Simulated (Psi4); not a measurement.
# HOF (SMILES OF) at 4 levels

We compute a comparison of 4 runs (r2SCAN/aug-cc-pVDZ, MS2/cc-pVDZ-F12, BP86/cc-pV(T+d)Z) of HOF. 

Program for the calculation: Psi4 1.11.

1 further run of the same task is left out (set aside as unsound or not needed).

## 1. The molecule

HOF has 3 atoms, charge 0, and is taken as a singlet. As SMILES, `OF`. The shape is that of a GFN2-xTB optimisation.

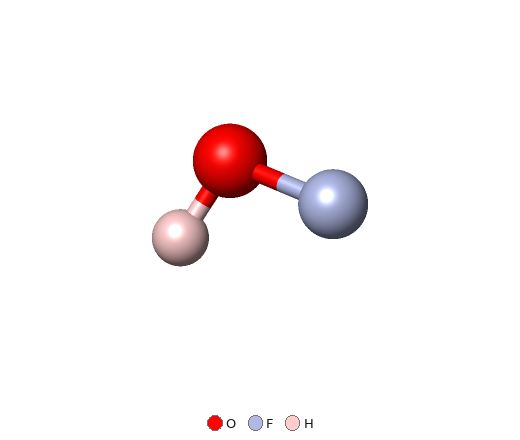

The structure, seen from a chosen angle (oxygen red, fluorine light blue, hydrogen pink).

## 2. The energy at r2SCAN/aug-cc-pVDZ (run 1)

File fho.json:

```json
{
 "schema_name": "qcschema_input",
 "schema_version": 1,
 "molecule": {
  "schema_name": "qcschema_molecule",
  "schema_version": 2,
  "symbols": ["O", "F", "H"],
  "geometry": [0.7831592, -0.37254061, 0.39457481, -0.40062194, 1.92835213, -0.00910848, -0.38253726, -1.55581152, -0.38546633],
  "molecular_charge": 0,
  "molecular_multiplicity": 1,
  "fix_symmetry": "c1",
  "fix_com": true,
  "fix_orientation": true
 },
 "driver": "energy",
 "model": {
  "method": "r2scan",
  "basis": "aug-cc-pVDZ"
 },
 "keywords": {
  "puream": true,
  "e_convergence": 1e-09,
  "d_convergence": 1e-08,
  "scf_type": "pk",
  "dft_radial_points": 99,
  "dft_spherical_points": 590,
  "scf_properties": ["QUADRUPOLE", "MAYER_INDICES", "LOWDIN_CHARGES"]
 }
}
```

Started as:

```sh
psi4 --qcschema fho.json -n 1 --memory 1600MB
```

stdout:

```text
[...]
  Running in c1 symmetry.
[...]
  Nuclear repulsion =   34.420598101534338
[...]
  Multiplicity = 1
[...]
  Nalpha       = 9
  Nbeta        = 9
[...]
    Number of basis functions: 55
[...]
   @RKS iter   1:  -175.42101028946303   -2.41590e-01   7.42714e-03 ADIIS/DIIS
[...]
   @RKS iter  10:  -175.48374456352195   -3.69482e-13   3.03197e-09 DIIS
[...]
  @RKS Final Energy:  -175.48374456352195
   => Energetics <=
    Nuclear Repulsion Energy =             34.4205981015343383
    One-Electron Energy =                -311.5378860924614628
    Two-Electron Energy =                 120.8684775176940320
    DFT Exchange-Correlation Energy =     -19.2349340902888386
    Empirical Dispersion Energy =           0.0000000000000000
    VV10 Nonlocal Energy =                  0.0000000000000000
    Total Energy =                       -175.4837445635219524
[...]
 Multipole Moments:
 ------------------------------------------------------------------------------------
     Multipole            Electronic (a.u.)      Nuclear  (a.u.)        Total (a.u.)
 ------------------------------------------------------------------------------------
 L = 1.  Multiply by 2.5417464519 to convert [e a0] to [Debye]
 Dipole X            :         -2.6122614            2.2771389           -0.3351226
 Dipole Y            :        -13.4325457           12.8190328           -0.6135129
 Dipole Z            :         -2.9437230            2.6891558           -0.2545672
 Magnitude           :                                                    0.7439823
 L = 2.  Multiply by 1.3450342976 to convert [e a0^2] to [Debye ang]
 Quadrupole XX       :        -14.7874231            6.4975229           -8.2899002
 Quadrupole XY       :          9.1023328           -8.6917745            0.4105583
[...]
```

The result, in JSON:

```text
{
 "driver": "energy",
 "model": {
  "method": "r2scan",
  "basis": "aug-cc-pVDZ"
 },
 "success": true,
 "return_result": -175.48374456352195,
 "properties": {
  "calcinfo_nbasis": 55,
  "calcinfo_nmo": 55,
  "calcinfo_nalpha": 9,
  "calcinfo_nbeta": 9,
  "calcinfo_natom": 3,
  "nuclear_repulsion_energy": 34.42059810153434,
  "return_energy": -175.48374456352195,
  "scf_one_electron_energy": -311.53788609246146,
  "scf_two_electron_energy": 120.86847751769403,
  "scf_xc_energy": -19.23493409028884,
  "scf_dipole_moment": [-0.3351225651429224, -0.6135129070785155, -0.2545671848472],
  "scf_total_energy": -175.48374456352195,
  "scf_iterations": 10
 }
}
```

It took 7.8 s on 1 thread of Intel Xeon 6975P-C (Granite Rapids), shared host; peak memory 0.93 GiB.

## 3. Energy and one-electron properties at MS2/cc-pVDZ-F12 (density fitting, C-PCM tetrahydrofuran) (run 2)

File fho.py:

```python
import psi4

psi4.set_memory('1600 MB')
psi4.set_num_threads(1)
psi4.core.set_output_file('psi4.out', False)

mol = psi4.geometry("""
0 1
O      0.414430    -0.197140     0.208800
F     -0.212000     1.020440    -0.004820
H     -0.202430    -0.823300    -0.203980
units angstrom
symmetry c1
no_reorient
no_com
""")

psi4.set_options(dict(scf_type='df', pcm=True))
psi4.pcm_helper("""
  Units = Angstrom
  Medium {
    SolverType = CPCM
    Solvent = THF
  }
  Cavity {
    Type = GePol
    RadiiSet = UFF
    Scaling = False
    Area = 0.4
    Mode = Implicit
  }
""")

e, wfn = psi4.energy('ms2/cc-pVDZ-F12', molecule=mol, return_wfn=True)
psi4.oeprop(wfn, 'MBIS_CHARGES', 'ESP_AT_NUCLEI', 'DIPOLE')
print('E =', round(e, 9))
for k, v in sorted(psi4.core.scalar_variables().items()):
    print(f'{k:45s} {v:18.10f}')
```

Started as:

```sh
python fho.py
```

psi4.out:

```text
[...]
  Running in c1 symmetry.
[...]
  Nuclear repulsion =   34.420598141556617
[...]
  Multiplicity = 1
[...]
  Nalpha       = 9
  Nbeta        = 9
[...]
    Number of basis functions: 69
[...]
   @DF-RKS iter   1:  -175.57363316885684   -2.80064e-01   6.36125e-03 DIIS/ADIIS
[...]
   @DF-RKS iter   7:  -175.63663943605260   -1.72807e-07   8.64008e-07 DIIS
[...]
  @DF-RKS Final Energy:  -175.63663943605260
   => Energetics <=
    Nuclear Repulsion Energy =             34.4205981415566171
    One-Electron Energy =                -311.7675704152796925
    Two-Electron Energy =                 121.0811172361750891
    DFT Exchange-Correlation Energy =     -19.3644766590966562
    Empirical Dispersion Energy =           0.0000000000000000
    VV10 Nonlocal Energy =                  0.0000000000000000
    PCM Polarization Energy =              -0.0063077394079802
    Total Energy =                       -175.6366394360526044
[...]
 Multipole Moments:
 ------------------------------------------------------------------------------------
     Multipole            Electronic (a.u.)      Nuclear  (a.u.)        Total (a.u.)
 ------------------------------------------------------------------------------------
 L = 1.  Multiply by 2.5417464519 to convert [e a0] to [Debye]
 Dipole X            :         -2.6566185            2.2771389           -0.3794796
 Dipole Y            :        -13.5362829           12.8190328           -0.7172502
 Dipole Z            :         -2.9799168            2.6891559           -0.2907609
 Magnitude           :                                                    0.8619713
[...]
```

Standard output:

```text
E = -175.636639436
CURRENT ENERGY                                   -175.6366394361
CURRENT REFERENCE ENERGY                         -175.6366394361
DD SOLVATION ENERGY                                 0.0000000000
DFT FUNCTIONAL TOTAL ENERGY                      -175.6303316966
DFT TOTAL ENERGY                                 -175.6303316966
DFT VV10 ENERGY                                     0.0000000000
DFT XC ENERGY                                     -19.3644766591
ESP AT CENTER 1                                   -22.2473950525
ESP AT CENTER 2                                   -26.5434185616
ESP AT CENTER 3                                    -0.9364003438
GRID ELECTRONS ALPHA                                8.9999998607
GRID ELECTRONS BETA                                 8.9999998607
GRID ELECTRONS TOTAL                               17.9999997214
NUCLEAR REPULSION ENERGY                           34.4205981416
ONE-ELECTRON ENERGY                              -311.7675704153
PCM POLARIZATION ENERGY                            -0.0063077394
PE ENERGY                                           0.0000000000
SCF ITERATION ENERGY                             -175.6366394361
SCF ITERATIONS                                      7.0000000000
SCF TOTAL ENERGY                                 -175.6366394361
TWO-ELECTRON ENERGY                               121.0811172362
XC GRID RADIAL POINTS                              75.0000000000
XC GRID SPHERICAL POINTS                          302.0000000000
XC GRID TOTAL POINTS                            66741.0000000000
```

Run time: 4.2 s. Hardware: 1 thread of Intel Xeon 6975P-C (Granite Rapids), shared host; peak memory 0.53 GiB.

Atomic charges (e):

| atom | MBIS |
| --- | --- |
| O1 | -0.367 |
| F2 | -0.088 |
| H3 | +0.456 |

Run 3 isn't shown in full; the table further down has it.

## 4. A single-point energy at BP86/cc-pV(T+d)Z (density fitting) (run 4)

File calc.in:

```
memory 1600 MB

molecule mol {
  0 1
  O      0.414430    -0.197140     0.208800
  F     -0.212000     1.020440    -0.004820
  H     -0.202430    -0.823300    -0.203980
}

set globals {
  basis     cc-pV(T+d)Z
  reference rks
  scf_type  mem_df
}

energy('bp86')
```

Started as:

```sh
psi4 -n 1 calc.in calc.out
```

calc.out:

```text
[...]
  Running in cs symmetry.
[...]
  Nuclear repulsion =   34.420598141556617
[...]
  Multiplicity = 1
[...]
  Nalpha       = 9
  Nbeta        = 9
[...]
    Number of basis functions: 74
[...]
   @DF-RKS iter   1:  -175.53474972736734   -1.97785e-01   8.79082e-03 ADIIS/DIIS
[...]
   @DF-RKS iter   8:  -175.61120177680661   -2.27655e-09   2.71000e-07 DIIS
[...]
    Orbital Energies [Eh]
    ---------------------
    Doubly Occupied:
       1Ap   -24.319327     2Ap   -18.868882     3Ap    -1.168829
       4Ap    -0.885249     5Ap    -0.533663     6Ap    -0.447287
       1App   -0.415039     7Ap    -0.321132     2App   -0.254488
[...]
  @DF-RKS Final Energy:  -175.61120177680661
   => Energetics <=
    Nuclear Repulsion Energy =             34.4205981415566171
    One-Electron Energy =                -311.7993396330885503
    Two-Electron Energy =                 121.1028504626050335
    DFT Exchange-Correlation Energy =     -19.3353107478797277
    Empirical Dispersion Energy =           0.0000000000000000
    VV10 Nonlocal Energy =                  0.0000000000000000
    Total Energy =                       -175.6112017768066096
[...]
 Multipole Moments:
 ------------------------------------------------------------------------------------
     Multipole            Electronic (a.u.)      Nuclear  (a.u.)        Total (a.u.)
 ------------------------------------------------------------------------------------
 L = 1.  Multiply by 2.5417464519 to convert [e a0] to [Debye]
 Dipole X            :         -0.3433804           -0.0795225           -0.4229029
 Dipole Y            :          1.1396327           -1.7430680           -0.6034353
 Dipole Z            :          0.0000000            0.0000000            0.0000000
 Magnitude           :                                                    0.7368725
[...]
```

It took 2.5 s on 1 thread of Intel Xeon 6975P-C (Granite Rapids), shared host; peak memory 0.34 GiB.

## 5. Overview of the runs

| run | level | task | integrals | energy (Eh) | dipole moment (D) | HOMO energy (eV) | LUMO energy (eV) | wall time |
| --- | --- | --- | --- | --- | --- | --- | --- | --- |
| 1 | r2SCAN/aug-cc-pVDZ | energy | pk | -175.483745 | 1.89 | -7.54 | -2.16 | 7.8 s |
| 2 | MS2/cc-pVDZ-F12 (density fitting, C-PCM tetrahydrofuran) | properties | df | -175.636639 | 2.19 | -7.47 | -1.78 | 4.2 s |
| 3 | BP86/cc-pV(T+d)Z (ZORA, density fitting) | energy | mem_df | -175.823023 | 1.87 | -6.92 | -2.21 | 6.6 s |
| 4 | BP86/cc-pV(T+d)Z (density fitting) | energy | mem_df | -175.611202 | 1.87 | -6.92 | -2.20 | 2.5 s |

## 6. Summary of results

| quantity | value |
| --- | --- |
| run 4: total energy | -175.61120 Eh |
| run 4: dipole moment | 1.87 D |
| run 4: HOMO energy | -6.92 eV |
| run 4: LUMO energy | -2.20 eV |
| run 4: HOMO–LUMO gap | 4.72 eV |

The dipole moment (its size) runs from 1.87 D (BP86/cc-pV(T+d)Z) to 2.19 D (MS2/cc-pVDZ-F12). The two ends differ in method and basis and solvent and Hamiltonian. The HOMO–LUMO gap runs from 4.71 eV (BP86/cc-pV(T+d)Z) to 5.70 eV (MS2/cc-pVDZ-F12). Totals of different functionals can't be ranked against each other. All runs together took 21 s, the longest 7.8 s.
